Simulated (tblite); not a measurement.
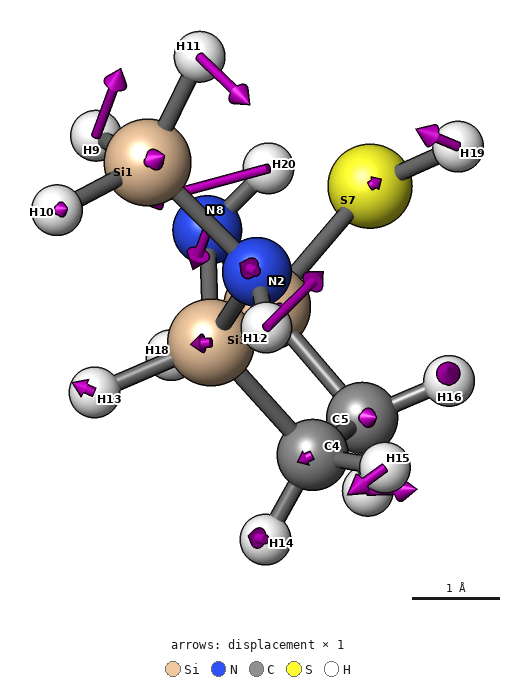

This is a relaxation of C₂H₁₂N₂SSi₃. The starting structure is drawn; purple arrows show the displacements, at their true length. The two geometries are superimposed by the best rigid fit.

A ball-and-stick model, seen from a free direction.

All numbers below come from tblite 0.8.0, GFN2-xTB geometry optimisation, gas phase. 

**Atoms of which element are displaced furthest, and by how much?**

Hydrogen: up to 1.75 Å, against 0.62 Å for nitrogen.

**What happened in the run?**

The largest move after the best rigid fit is that of an H atom, 1.75 Å. Largest moves by element: H 1.75 Å, N 0.62 Å, Si 0.34 Å, C 0.28 Å, S 0.17 Å. Near-neighbour distances that change, for instance: N–Si 1.813 → 1.732 Å, H–S 1.399 → 1.325 Å, N–Si 1.792 → 1.722 Å, C–Si 1.843 → 1.897 Å. Bond angles that change, for instance: Si–N–Si 105.0° → 127.6°, Si–N–Si 100.2° → 116.9°, Si–N–H 106.0° → 121.3°. Groups turn about C–Si by about 25°, C–C by about 20°. The energy falls by 1.202 eV in 155 geometry steps. The run took 3.2 s on 1 thread of Arm Neoverse N1, on a shared host.
